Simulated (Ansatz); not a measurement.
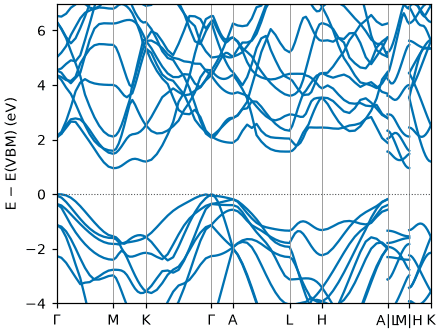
Figure. Band structure from PBE in the plane-wave PAW code Ansatz

Question: Read off the gap and where the band edges lie.

Answer: About 1.0 eV (0.95 eV by a search for the band edges); maximum at Γ, minimum at M.

The material is AlP in space group P6_222 (No. 180; Al on 3d, P on 3c).

The start of the workflow was typed in or built on a structure type; neither database checked (COD, Materials Project) lists it. It is not the phase usual at ambient conditions (space group No. 216). The PBE relaxation kept the symmetry of its start; whether a distortion lowers the energy is not shown.

Potentials: the later of the program's two PAW sets.
